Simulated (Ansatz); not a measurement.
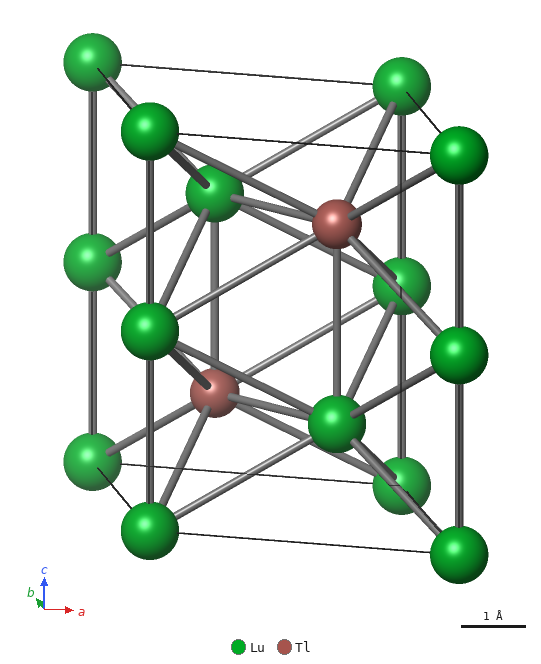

An orthographic ball-and-stick view of the structure, slightly off an axis. Atoms at the boundary of the simulation cell (the box) are drawn once for each face, edge or corner they touch.

```
CELL_PARAMETERS angstrom
5.17304 0.00000 0.00000
-2.58652 4.47998 0.00000
0.00000 0.00000 6.42819
ATOMIC_POSITIONS crystal
Lu 0.33330 0.66670 0.75000
Lu 0.66660 0.33330 0.25000
Tl 0.33330 0.66670 0.25000
Tl 0.66660 0.33330 0.75000
Lu 0.00000 0.00000 0.00000
Lu 0.00000 0.00000 0.50000
```

Theory: DFT, PAW plane waves, PBE in Ansatz 0.2.0. Numerical settings: 420 eV cutoff, 8×8×5 k-mesh, Fermi-Dirac smearing of 0.1 eV, no spin polarisation.

Give the Bader charge of each element.

Lu +0.84 to +1.12 e; Tl -1.96 e.

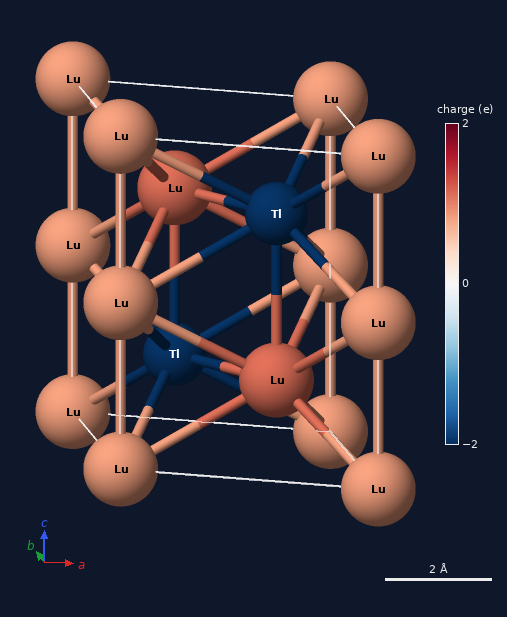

The atoms coloured by those charges.

Provenance: a generated cell, made by putting these elements into a known structure type (the compound may or may not exist in this form); not relaxed. It was the input of a calculation with Ansatz.

At this level of theory the cell isn't at rest (compressed, at 5 GPa), so its distances can differ from those at equilibrium, the more so the softer the solid.
